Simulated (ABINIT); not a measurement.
## Quasiparticle gap of TaAgO3 (Pm-3m) in ABINIT

How does a plane-wave GW calculation on TaAgO3 (Pm-3m) run from the first input to the gap?

Method: PBEsol and many-body steps on it, plane waves, in ABINIT 10.8.3.

### Step 1. Starting point

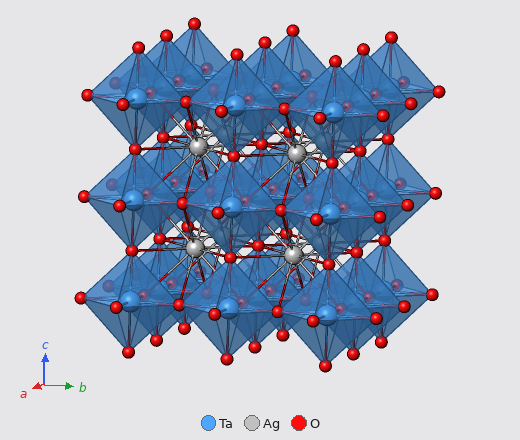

Start, viewed slightly off an axis; tantalum blue, silver light grey, oxygen red. 2×2×2 cells are drawn. Some periodic images of atoms are drawn too.

The cell and positions are those that the Materials Project relaxed with its own functionals (PBE, PBE+U or r2SCAN), kept fixed. Spin-orbit coupling is left out unless a step names it.

### Step 2. Ground state

This step: ABINIT 10.8.3; DFT, PBEsol, plane waves, norm-conserving pseudopotentials.

The ground-state density comes first.

run.abi reads:

```
acell 3*1.0 Angstrom
rprim 
  3.999370000000 0.000000000000 0.000000000000
  0.000000000000 3.999370000000 0.000000000000
  0.000000000000 0.000000000000 3.999370000000
ntypat 3
znucl 73 47 8
natom 5
typat 1 2 3 3 3
xred 
  0.000000000000 0.000000000000 0.000000000000
  0.500000000000 0.500000000000 0.500000000000
  0.000000000000 0.000000000000 0.500000000000
  0.000000000000 0.500000000000 0.000000000000
  0.500000000000 0.000000000000 0.000000000000
pp_dirpath "pseudos"
pseudos "Ta.upf, Ag.upf, O.upf"
ecut 37
ngkpt 6 6 6
nshiftk 1
shiftk 0 0 0
kptopt 1
chksymbreak 0
nband 31
occopt 1
tolvrs 1e-10
nstep 60
prtwf 0
optforces 0
optstress 0
indata_prefix "in"
outdata_prefix "out"
tmpdata_prefix "tmp"
```

Started as:

```console
$ OMP_NUM_THREADS=1 mpirun -n 4 abinit run.abi > log
```

Numbers of over 12 decimals in the logs are rounded to 6 here.

Log:

```text
.Version 10.8.3 of ABINIT. v10.8.2 released Aug 2026.

 Symmetries : space group Pm -3 m (#221); Bravais cP (primitive cubic)
================================================================================
 Values of the parameters that define the memory need of the present run
     intxc =       0    ionmov =       0      iscf =       7    lmnmax =       8
     lnmax =       8     mgfft =      45  mpssoang =       4    mqgrid =    3001
     natom =       5  nloc_mem =       1    nspden =       1   nspinor =       1
    nsppol =       1      nsym =      48    n1xccc =    2501    ntypat =       3
    occopt =       1   xclevel =       2
-    mband =          31        mffmem =           1         mkmem =           5
       mpw =        4661          nfft =       91125          nkpt =          20
================================================================================
  Rough estimation (10% accuracy) of disk space for files :
================================================================================

--------------------------------------------------------------------------------
------------- Echo of variables that govern the present computation ------------
--------------------------------------------------------------------------------
 -outvars: echo values of preprocessed input variables --------
            acell      1.8897261259E+00  1.8897261259E+00  1.8897261259E+00 Bohr

      chksymbreak           0
             ecut      3.70000000E+01 Hartree
-          fftalg         312

              ixc     -116133
              kpt      0.00000000E+00  0.00000000E+00  0.00000000E+00
                       1.66666667E-01  0.00000000E+00  0.00000000E+00
                       3.33333333E-01  0.00000000E+00  0.00000000E+00
                       5.00000000E-01  0.00000000E+00  0.00000000E+00
                       1.66666667E-01  1.66666667E-01  0.00000000E+00
                       3.33333333E-01  1.66666667E-01  0.00000000E+00
                       5.00000000E-01  1.66666667E-01  0.00000000E+00
                       3.33333333E-01  3.33333333E-01  0.00000000E+00
                       5.00000000E-01  3.33333333E-01  0.00000000E+00
   [... 9 further rows ...]
                       5.00000000E-01  5.00000000E-01  3.33333333E-01
                       5.00000000E-01  5.00000000E-01  5.00000000E-01
         kptrlatt        6    0    0      0    6    0      0    0    6
          kptrlen      4.53462839E+01
P           mkmem           5
            natom           5
            nband          31
            ngfft          45      45      45
             nkpt          20
            nstep          60
             nsym          48
           ntypat           3
              occ      2.000000  2.000000  2.000000  2.000000  2.000000  2.000000
                       2.000000  2.000000  2.000000  2.000000  2.000000  2.000000
                       2.000000  2.000000  2.000000  2.000000  2.000000  2.000000
                       2.000000  2.000000  2.000000  2.000000  2.000000  2.000000
                       2.000000  0.000000  0.000000  0.000000  0.000000  0.000000
                       0.000000
        optforces           0
        optstress           0
            prtwf           0
            rprim      3.9993700000E+00  0.0000000000E+00  0.0000000000E+00
[...]
spgroup         221

           tolvrs      1.00000000E-10

             xred      0.0000000000E+00  0.0000000000E+00  0.0000000000E+00
[...]
znucl       73.00000   47.00000    8.00000

================================================================================

 chkinp: Checking input parameters for consistency.

================================================================================
== DATASET  1 ==================================================================
-   mpi_nproc: 4, omp_nthreads: 1 (-1 if OMP is not activated)

--- !DatasetInfo
iteration_state: {dtset: 1, }
dimensions: {natom: 5, nkpt: 20, mband: 31, nsppol: 1, nspinor: 1, nspden: 1, mpw: 4661, }
cutoff_energies: {ecut:  37.0, pawecutdg:  -1.0, }
electrons: {nelect:   5.00000000E+01, charge:   0.00000000E+00, occopt:   1.00000000E+00, tsmear:   1.00000000E-02, }

 Real(R)+Recip(G) space primitive vectors, cartesian coordinates (Bohr,Bohr^-1):
 R(1)=  7.5577140  0.0000000  0.0000000  G(1)=  0.1323151  0.0000000  0.0000000
 R(2)=  0.0000000  7.5577140  0.0000000  G(2)=  0.0000000  0.1323151  0.0000000
 R(3)=  0.0000000  0.0000000  7.5577140  G(3)=  0.0000000  0.0000000  0.1323151
 Unit cell volume ucvol=  4.3168937E+02 bohr^3
 Angles (23,13,12)=  9.00000000E+01  9.00000000E+01  9.00000000E+01 degrees

 getcut: wavevector=  0.0000  0.0000  0.0000  ngfft=  45  45  45
         ecut(hartree)=     37.000   => boxcut(ratio)=   2.12616

--- Pseudopotential description ------------------------------------------------
- Ta Generated using ONCVPSP code by D. R. Hamann
- 73.00000  13.00000  180301                  znucl, zion, pspdat
12 -116133 3 -1 1432                          pspcod,pspxc,lmax,lloc,mmax
     nproj     2     2     2     2
  pspatm : epsatm=   21.70780620
         --- l  ekb(1:nproj) -->
[...]
pspatm: atomic psp has been read  and splines computed

- Ag Generated using ONCVPSP code by D. R. Hamann
- 47.00000  19.00000  180301                  znucl, zion, pspdat
12 -116133 2 -1 1538                          pspcod,pspxc,lmax,lloc,mmax
     nproj     2     2     2     0
  pspatm : epsatm=   27.64581140
         --- l  ekb(1:nproj) -->
[...]
pspatm: atomic psp has been read  and splines computed

- O Generated using ONCVPSP code by D. R. Hamann
-  8.00000   6.00000  180301                  znucl, zion, pspdat
12 -116133 2 -1 936                           pspcod,pspxc,lmax,lloc,mmax
     nproj     2     2     1     0
  pspatm : epsatm=    6.22910120
         --- l  ekb(1:nproj) -->
[...]
2   -1.335834
 pspatm: atomic psp has been read  and splines computed

   3.40204606E+03                                ecore*ucvol(ha*bohr**3)
--------------------------------------------------------------------------------

_setup2: Arith. and geom. avg. npw (full set) are    4641.079    4641.064

================================================================================

--- !BeginCycle
iteration_state: {dtset: 1, }
solver: {iscf: 7, nstep: 60, nline: 4, wfoptalg: 0, }
tolerances: {tolvrs: 1.00E-10, }

     iter   Etot(hartree)      deltaE(h)  residm     vres2
 ETOT  1  -268.61905740041    -2.686E+02 2.208E-01 2.588E+03
 ETOT  2  -267.85341323073     7.656E-01 3.287E-02 5.525E+03
 ETOT  3  -269.49959120441    -1.646E+00 5.707E-02 2.772E+02
 ETOT  4  -269.54545780236    -4.587E-02 2.595E-02 7.358E+01
 ETOT  5  -269.54838207119    -2.924E-03 8.603E-04 3.926E+01
 ETOT  6  -269.55510573526    -6.724E-03 2.737E-02 9.143E-01
 ETOT  7  -269.55532965111    -2.239E-04 5.831E-03 1.847E-01
 ETOT  8  -269.55536541630    -3.577E-05 6.861E-04 7.071E-03
 ETOT  9  -269.55536677968    -1.363E-06 1.454E-04 1.465E-04
 ETOT 10  -269.55536679469    -1.501E-08 3.785E-05 1.693E-07
 ETOT 11  -269.55536679477    -7.060E-11 3.522E-05 2.294E-09
 ETOT 12  -269.55536679476     2.615E-12 3.696E-05 2.756E-10
 ETOT 13  -269.55536679476     7.105E-12 3.340E-05 9.690E-12

 At SCF step   13       vres2   =  9.69E-12 < tolvrs=  1.00E-10 =>converged.

--- !ResultsGS
iteration_state: {dtset: 1, }
comment   : Summary of ground state results
lattice_vectors:
- [  7.5577140,   0.0000000,   0.0000000, ]
- [  0.0000000,   7.5577140,   0.0000000, ]
- [  0.0000000,   0.0000000,   7.5577140, ]
lattice_lengths: [   7.55771,    7.55771,    7.55771, ]
lattice_angles: [ 90.000,  90.000,  90.000, ] # degrees, (23, 13, 12)
lattice_volume:   4.3168937E+02
convergence: {deltae:  7.105E-12, res2:  9.690E-12, residm:  3.340E-05, diffor:  0.000E+00, }
etotal    :  -2.69555367E+02
entropy   :   0.00000000E+00
fermie    :   2.22611329E-01
cartesian_stress_tensor: null
pressure_GPa: null
xred      :
- [  0.0000E+00,   0.0000E+00,   0.0000E+00, Ta]
- [  5.0000E-01,   5.0000E-01,   5.0000E-01, Ag]
- [  0.0000E+00,   0.0000E+00,   5.0000E-01,  O]
- [  0.0000E+00,   5.0000E-01,   0.0000E+00,  O]
- [  5.0000E-01,   0.0000E+00,   0.0000E+00,  O]
cartesian_forces: null
force_length_stats: {min: null, max: null, mean: null, }

 Integrated electronic density in atomic spheres:
 ------------------------------------------------
 Atom  Sphere_radius  Integrated_density
[...]
================================================================================

 ----iterations are completed or convergence reached----

 Mean square residual over all n,k,spin=   84.190E-09; max=  33.401E-06
 reduced coordinates (array xred) for    5 atoms
       0.000000000000      0.000000000000      0.000000000000
       0.500000000000      0.500000000000      0.500000000000
       0.000000000000      0.000000000000      0.500000000000
       0.000000000000      0.500000000000      0.000000000000
       0.500000000000      0.000000000000      0.000000000000
 rms dE/dt=  0.0000E+00; max dE/dt=  0.0000E+00; dE/dt below (all hartree)
    1       0.000000000000      0.000000000000      0.000000000000
    2       0.000000000000      0.000000000000      0.000000000000
    3       0.000000000000      0.000000000000      0.000000000000
    4       0.000000000000      0.000000000000      0.000000000000
    5       0.000000000000      0.000000000000      0.000000000000

 cartesian coordinates (angstrom) at end:
    1      0.000000     0.000000     0.000000
    2      1.999685     1.999685     1.999685
    3      0.000000     0.000000     1.999685
    4      0.000000     1.999685     0.000000
    5      1.999685     0.000000     0.000000
 length scales=  1.889726125908  1.889726125908  1.889726125908 bohr
              =  1.000000000000  1.000000000000  1.000000000000 angstroms
 prteigrs : about to open file out_EIG
 Fermi (or HOMO) energy (hartree) =   0.22261   Average Vxc (hartree)=  -0.43593
 Eigenvalues (hartree) for nkpt=  20  k points:
 kpt#   1, nband= 31, wtk=  0.00463, kpt=  0.0000  0.0000  0.0000 (reduced coord)
  -3.04547   -2.27319   -1.70627   -1.70627   -1.70627   -1.04132   -1.04132   -1.04132
  -0.43258   -0.40214   -0.40214    0.10850    0.10850    0.10850    0.16158    0.16158
   0.16477    0.16477    0.16477    0.17232    0.17232    0.17232    0.18141    0.18141
   0.18141    0.28096    0.30187    0.30187    0.30187    0.45683    0.45683
 prteigrs : prtvol=0 or 1, do not print more k-points.

--- !EnergyTerms
iteration_state     : {dtset: 1, }
comment             : Components of total free energy in Hartree
kinetic             :  1.03149105955937E+02
hartree             :  6.14443733492527E+01
xc                  : -4.99903136013548E+01
Ewald energy        : -1.83621520141871E+02
psp_core            :  7.88077327802366E+00
local_psp           : -2.03059143324087E+02
non_local_psp       : -5.35864231065542E+00
total_energy        : -2.69555366794756E+02
total_energy_eV     : -7.33497520052918E+03
band_energy         : -2.57306012290767E+01

== END DATASET(S) ==============================================================
================================================================================

 -outvars: echo values of variables after computation  --------
           etotal     -2.6955536679E+02
            nband          31
             nkpt          20
          spgroup         221
 [... the other variables as echoed above ...]

 Calculation completed.
```

It took 87 s on 4 MPI ranks of AMD EPYC 7571, shared host; peak memory 0.41 GiB.

This step gave:

| Property | Result |
| --- | --- |
| total energy | -7334.9752 eV |
| gap | 1.588 eV |
| k of the valence top | 0.5, 0.5, 0 |
| k of the conduction bottom | 0, 0, 0 |
| least direct gap | 2.171 eV |

The gap is indirect, with the least direct gap 0.58 eV higher.

[end of part 1 of 3]

[Paths, hosts, dates, memory and timing lines, banners, echoed tables and standing remarks are left out of the program output.]

[Logs are printed without paths, hosts, clocks, repeated set-up lines and the standing remarks that a program may print on its own settings, such as how far it seeks lower states.]

[Runs of the session that timed out or met a known fault of the program may be left out.]

[Hosts, paths, dates, database ids (printed as entryN), source tags and the programs' standing remarks are cut or masked in the printed files.]

[G0W0 gaps are taken among the corrected bands and points alone; a level outside them can change the order at an edge.]

[Where Ansatz stands beside ABINIT at settings called matched, ABINIT's density can come from a denser mesh and the files from another edition; pairs whose starting gaps differed by over 0.03 eV were left out, so agreement reads better than it is.]
